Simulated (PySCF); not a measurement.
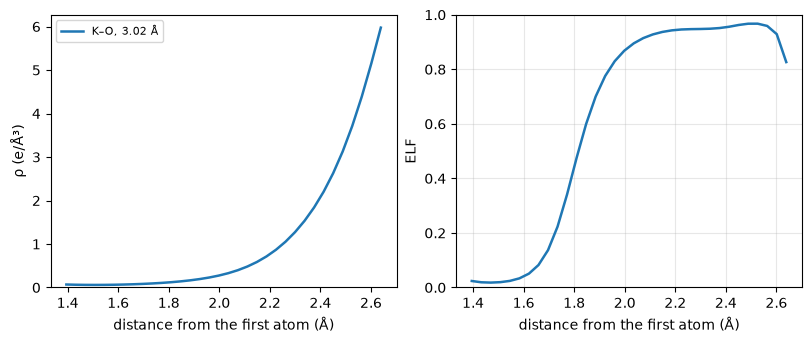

Figure 1: KO (charge +1, triplet). Electron density and electron localisation function along straight lines between neighbouring atoms. The curves leave out the atomic cores.

These are results of PBE0/def2-SVP, non-relativistic Hamiltonian with scalar-relativistic core potentials where named, at a bond length of 3.016 Å in PySCF, not measurements.

```yaml
atoms:
  - { symbol: K, position_ang: [0.0000, 0.0000, -0.8778] }
  - { symbol: O, position_ang: [0.0000, 0.0000, 2.1382] }
```

> What kind of bonding do the profiles show?

K–O (3.02 Å): ρ is about 0.06 e/Å³ halfway; the ELF is about 0 at the midpoint (a largely ionic contact).
